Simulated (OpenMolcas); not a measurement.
**Ta⁴⁺ among point charges: CASSCF and CASPT2 levels and susceptibility**

Aim: the splitting of the states of Ta⁴⁺ in the field of 6 point charges, its lowest levels with spin-orbit coupling and its magnetic susceptibility.

Program: OpenMolcas 26.06. Level of theory: state-averaged CASSCF and CASPT2, spin-orbit coupling by RASSI with atomic mean-field integrals. These are calculated values, not measurements, unless marked.

## (1) What is computed

| Item | Value |
| --- | --- |
| Species | Ta⁴⁺ (tantalum, Z = 73, 69 electrons) |
| Basis | ANO-RCC-VDZP [7s6p4d2f1g], 68 functions |
| Scalar Hamiltonian | DKH2, point nucleus |
| Inactive shells | 1s 2s 2p 3s 3p 3d 4s 4p 4d 4f 5s 5p |
| Active space | 1 electron in 5 orbitals (5d) |
| Some configurations of this space | 5d |
| Orbitals | optimised for each spin and parity, averaged over all roots |

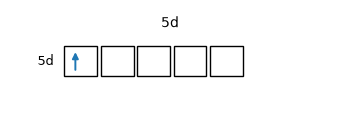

Outer shells as boxes.

The ion sits among 6 point charges of -1.2 e arranged as an octahedron (Oh), 2.03 Å from the ion.

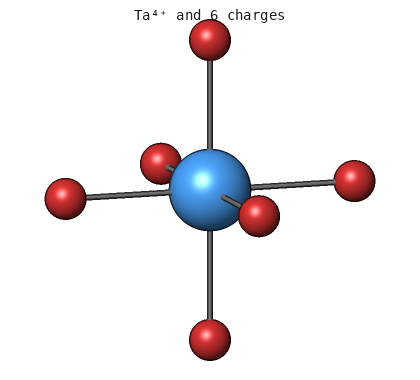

The ion and the point charges (red).

The work runs as a chain of OpenMolcas steps in one folder; each step below is one input file. Labels, J, g values, rates, χT and fits are worked out afterwards by a script from the matrices that RASSI stores. The input lists half of the charges; inversion (Group=XYZ) makes the rest.

## (2) One- and two-electron integrals

File a.inp:

```
&GATEWAY
Coord
1

Ta 0.0 0.0 0.0
Basis=ANO-RCC-VDZP
Group=XYZ
NoMove
AngMom=0.0 0.0 0.0
AMFI
XField
3 Angstrom 0
2.030000 0.000000 0.000000 -1.200000
0.000000 2.030000 0.000000 -1.200000
0.000000 0.000000 2.030000 -1.200000
&SEWARD
```

Run with:

```bash
> OMP_NUM_THREADS=1 MOLCAS_MEM=1689 MOLCAS_PROJECT=a pymolcas a.inp > a.log
```

## (3) CASSCF: doublets of even parity, 5 roots

File a.inp:

```
&RASSCF
FileOrb=start.orb
Symmetry=1
Spin=2
nActEl=1 0 0
Inactive=15 19
Ras2=5 0
CIRoot=5 5 1
SDav=5
CIMx=300
Iter=120 100
PrWF=0.3
OrbListing=Nothing
MaxOrb=0
>>> COPY $Project.JobIph JOB001
```

start.orb holds the contracted functions of the basis, ordered by shell, or the orbitals of the step before.

## (4) RASSI: spin-orbit coupling between the states

File a.inp:

```
&RASSI
NrOfJobIphs=1 5
1 2 3 4 5
IphNames
JOB001
EJob
SpinOrbit
DIPRint=1.0
SOCoupling=1000.0
Subsets=2
Property=9
'ANGMOM' 1 'ANGMOM' 2 'ANGMOM' 3 'MLTPL  1' 1 'MLTPL  1' 2 'MLTPL  1' 3
'AMFI' 1 'AMFI' 2 'AMFI' 3
SOProperty=3
'ANGMOM' 1 'ANGMOM' 2 'ANGMOM' 3
```

## (5) CASPT2: IPEA 0.25, imaginary shift 0.1 (closed shells correlated: 4f 5s 5p)

File a.inp:

```
>>> COPY JOB001 $Project.JobIph
&CASPT2
Multistate=5 1 2 3 4 5
NoMult
Frozen=14 9
IPEA=0.25
Imaginary=0.1
MaxIter=60
WThr=0.0 0.3 0.05
PrWF=0.5
NoMix
```

(Steps that only read results are left out.)

What does the calculation give? Wanted: spin-free ground state; first state of the same spin within the active space; lowest level; next level.

**Answer**, as computed:

| quantity | value |
| --- | --- |
| method | SS-CASPT2, IPEA 0.25, imaginary shift 0.1 (closed shells correlated: 4f 5s 5p) |
| spin-free ground state | 2T2, 3-fold in its orbital part |
| first state of the same spin within the active space | 2E at 11400 cm⁻¹ |
| lowest level | 4-fold Γ8 |
| next level | 5344.1 cm⁻¹ |
| χT at 300 K | 0.13 cm³ K/mol |
| effective moment at 300 K | 1.03 μB |

Cost by method:

```tsv
method	time of its own steps	time with the reference
A. CASSCF	1.9 s	1.9 s
B. SS-CASPT2, IPEA 0.25, imaginary shift 0.1, +4f 5s 5p	0.92 s	2.8 s
```

Times are of one thread on a shared host.

**Reading.** The spin-free ground state (2T2) comes to 100 % from free-ion D terms and keeps the highest spin of the shell. χT at 300 K is 0.13, against 0.38 cm³ K/mol for the spin alone, so orbital moment lowers it. A ligand-field fit to the states below 45000 cm-1 gives 10Dq = 11439 cm-1, the gap between the two states. The field of point charges can differ much from that of real complexes. This is an electrostatic model: the charges have no orbitals.
